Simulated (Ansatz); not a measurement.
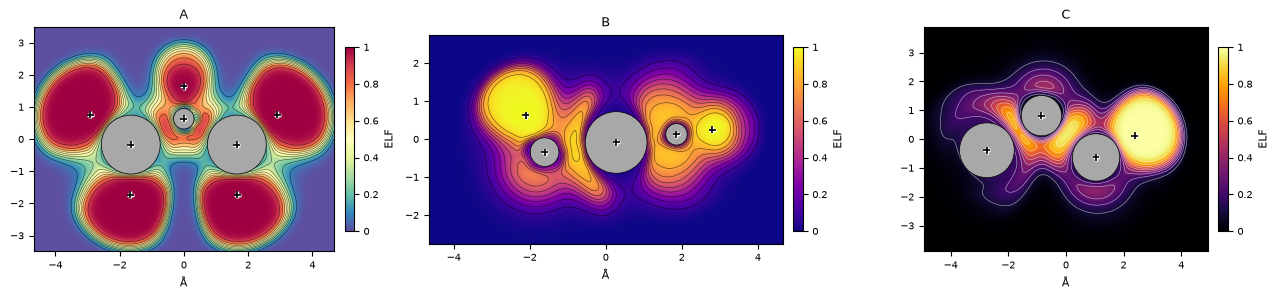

The ELF of 3 systems, each on a plane through atoms (crosses mark nuclei in the plane; grey discs cover the cores).

These are results of Ansatz, isolated molecule in a Gaussian basis; Kohn-Sham density functional theory, functional PBE0, not measurements.

System 1: Ga₂H₅N, the molecular plane. Geometry: PBE0-D3(BJ)/def2-SVP.

```xyz
8

Ga   -0.6095   -0.4770   -1.9305
Ga    0.0976   -0.5954    1.2918
N    -0.3593    0.2588   -0.2675
H     0.3016   -2.1436    1.2040
H     0.2485    0.2784    2.5837
H    -0.4902    1.2664   -0.2017
H    -0.4113   -2.0242   -2.0447
H    -0.9991    0.4874   -3.1025
```

System 2: CuGeH₅Si (SMILES [Cu][SiH2][GeH3]), the plane of atoms Cu1, Si3 and Ge2. Geometry: PBE0-D3(BJ)/pcseg-1.

```tsv
atom	x (Å)	y (Å)	z (Å)
Cu	0.8894	-0.4874	2.8082
Ge	0.4104	0.7148	-0.7579
Si	-0.4294	-0.6560	1.0030
H	0.4717	2.1899	-0.3151
H	-0.4483	0.6477	-2.0373
H	-0.5125	-2.0563	0.4707
H	1.8439	0.2933	-1.1371
H	-1.8398	-0.2191	1.2690
```

System 3: CH₄AlO (SMILES [CH3][Al+][OH]) (charge +1), the plane of atoms Al2, C1 and H6. Geometry: r2SCAN-D4/def2-TZVP.

```tsv
atom	x (Å)	y (Å)	z (Å)
C	-0.3974	-0.5385	-0.5715
Al	-0.2799	1.0937	0.3947
O	-0.1807	2.4685	1.2085
H	-1.4420	-0.8534	-0.6323
H	-0.0024	-0.3958	-1.5803
H	0.1845	-1.3092	-0.0600
H	-0.1218	3.2885	1.6940
```

Question: Which map belongs to which system?

Answer: Panel A is system 1, Ga₂H₅N: the plane holds Ga, N and H. Ga–N (1.84 Å): the ELF peaks at about 0.85 in the valence shell of N, 0.7 Å from its nucleus, and is about 0.30 at the midpoint. Panel B is system 3, CH₄AlO: the plane holds C, Al, O and H. Al–O (1.60 Å): the ELF peaks at about 0.80 in the valence shell of O, 0.6 Å from its nucleus, and is about 0.35 at the midpoint. Panel C is system 2, CuGeH₅Si: the plane holds Cu, Ge, Si and H. Cu–Si (2.24 Å): the ELF peaks at about 0.80 between the atoms.
